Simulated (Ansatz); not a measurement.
BFH4OSi (SMILES BO[SiH2]F)

```xyz
8

B    -0.7818    1.3105   -0.3045
O    -0.6841   -0.0358   -0.2344
Si    0.5304   -1.0340    0.2373
F     1.1309   -1.7200   -1.0645
H    -1.7989    1.7785   -0.7278
H     0.1368    1.9963    0.0593
H     1.6091   -0.2626    0.8918
H    -0.0504   -2.0900    1.0868
```

Geometry: PBE0-D4/def2-TZVP.

Theory: RKS PBE0-D4/def2-TZVPP in Ansatz 0.2.0.

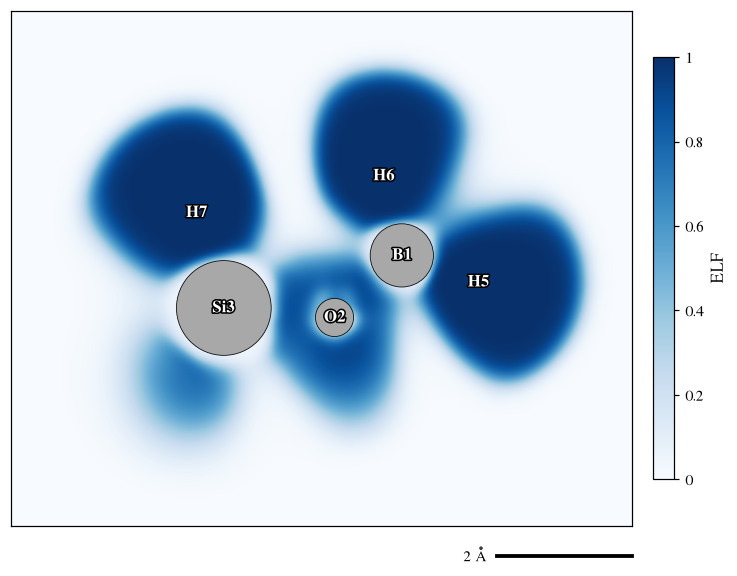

Figure 1. Electron localisation function on the plane of atoms O2, B1 and H5. Grey discs cover the atomic cores.

### Describe what can be read from this map.

The plane passes through B, O, Si and H nuclei. B–O (1.35 Å): the ELF peaks at about 0.90 between the atoms: a short, strongly polar bond. Si–O (1.64 Å): the ELF peaks at about 0.85 between the atoms; a polar covalent bond. B–H (1.20 Å): the ELF climbs to about 1 towards the hydrogen, as it does in any bond to H: a covalent bond by its length. Si–H (1.48 Å): the ELF climbs to about 1 towards the hydrogen. The ELF also peaks beside O2, away from the bonds: lone-pair regions.

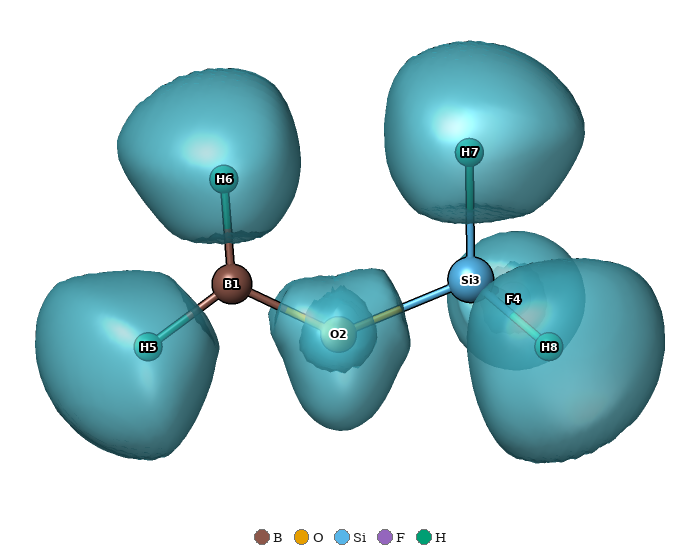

Figure 2. Isosurface of the ELF at 0.75 (cyan), seen across its widest extent. Only the valence region is drawn (cores and ρ < 0.01 e/Å³ removed).

### What do the ELF domains correspond to?

The ELF exceeds this value in four regions around hydrogen nuclei, one region on O in which the atom's valence shell and bonds are merged and one region wrapped around F (its lone pairs, merged into a ring or cap).


 Si–F (1.59 Å): the ELF peaks at about 0.85 in the valence shell of F, 0.6 Å from its nucleus, and is about 0.55 at the midpoint.

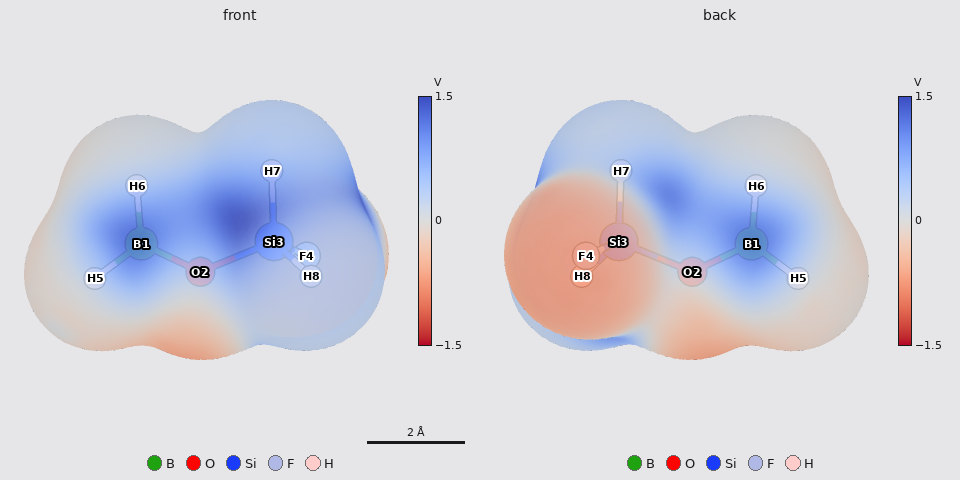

Figure 3. The molecular electrostatic potential painted on the density surface at 0.001 e/bohr³, seen from the front and from behind; the colour scale runs from red (negative) to blue (positive).

### Where is the surface potential most negative and most positive?

The most negative region (about −0.7 V, or −16 kcal/mol for a unit charge) lies over F4, the most positive (about +1.3 V, or +30 kcal/mol for a unit charge) over Si3.
